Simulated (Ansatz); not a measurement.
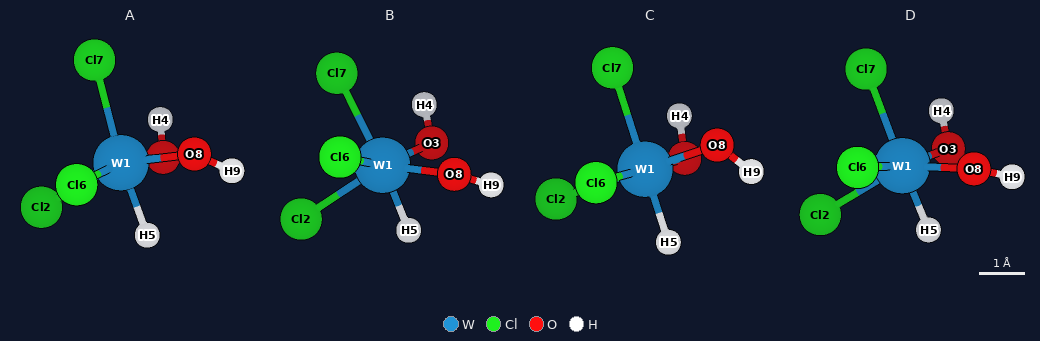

4 geometries from one relaxation of WH3O2Cl3, in shuffled order. The picture is a ball-and-stick view, seen from a free direction.

The run prepares the start of a later molecular dynamics calculation, from a guessed geometry.

Computed with RKS B3LYP-D4/def2-SVP (Ansatz). Settings: no spin polarisation; force threshold 0.02 eV/Å; at most 40 steps.

**Put them in the order of the run, from the start to the converged end.**

C, A, D, B. They are steps 0, 2, 5, 11, at +21.6 kcal/mol, +6.72 kcal/mol, +0.85 kcal/mol relative to the last. The energy falls by 21.6 kcal/mol in 11 geometry steps. The largest force component goes from 2.2 to 0.017 eV/Å. O8 moves most after the best rigid fit: 0.67 Å. By element the largest moves are O 0.67 Å, Cl 0.64 Å, H 0.64 Å, W 0.12 Å. Near-neighbour distances that change, for instance: W1–Cl2 2.390 → 2.312 Å, W1–Cl6 2.390 → 2.317 Å, W1–O8 1.940 → 1.889 Å, O3–H4 1.010 → 0.970 Å. Among the angles between lasting bonds that change: Cl2–W1–O8 180.0° → 141.5°, H5–W1–Cl7 180.0° → 143.7°, Cl7–W1–O8 90.0° → 126.3°. The run took 82 s on 2 threads of Arm Neoverse V1, on a shared host, peak memory 0.35 GiB.
